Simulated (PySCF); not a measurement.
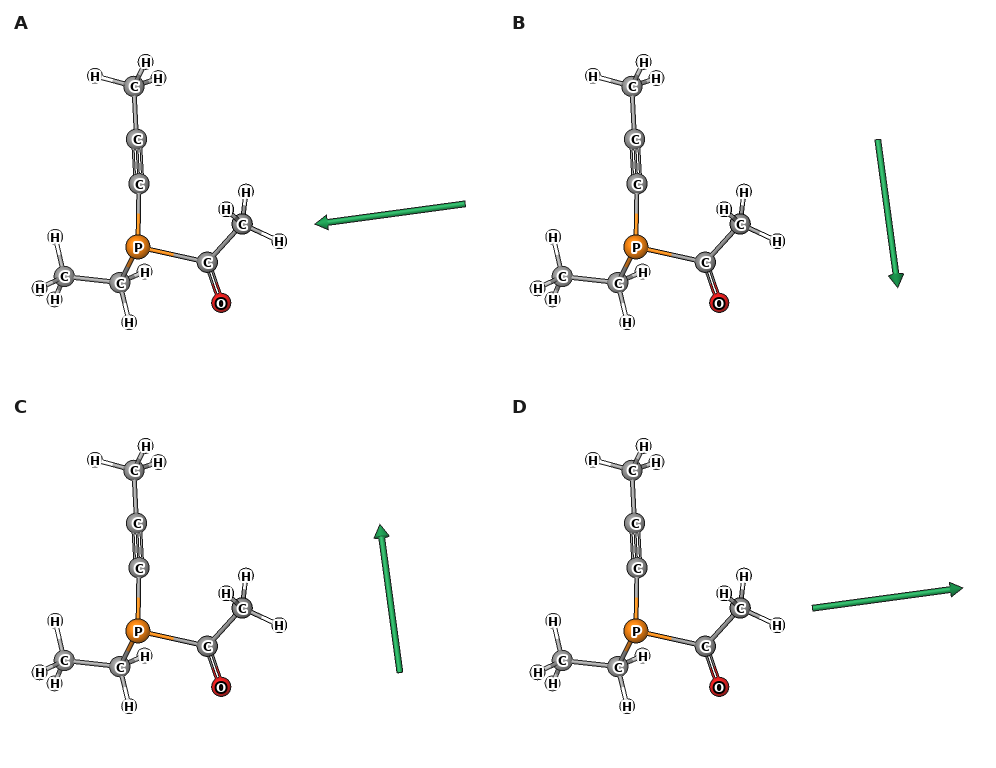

The same molecule four times, each with an arrow. Computed geometry: PBE0-D3(BJ)/def2-SVP optimisation. No frequency run is at hand to confirm it as a minimum. Method: PBE0/pcSseg-1, gas phase (PySCF 2.14.0).

**Which arrow points along the dipole moment, from the negative to the positive end?**

C. The dipole moment is 3.31 D.
